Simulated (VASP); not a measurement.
Band structure of SrTe (rock salt). Method: MS2 meta-GGA, VASP's PBE PAW potentials (set 64) (plane waves; VASP).

Unless said otherwise, spin-orbit coupling is left out, though it shifts the bands of the heavy elements here.

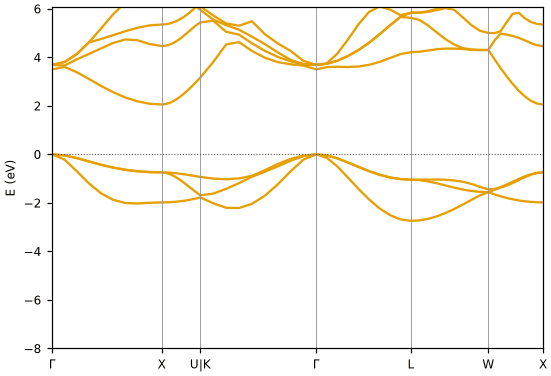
Fig. 1. Bands along high-symmetry lines, zero at the valence-band maximum or, without a gap, the Fermi level

### Question
Read the plot: is there a gap, and where are the band edges?

### Answer
The gap is indirect, 2.05 eV, from the valence maximum at Γ to the conduction minimum at X.

The compound is SrTe in the rock salt structure. It was relaxed first.
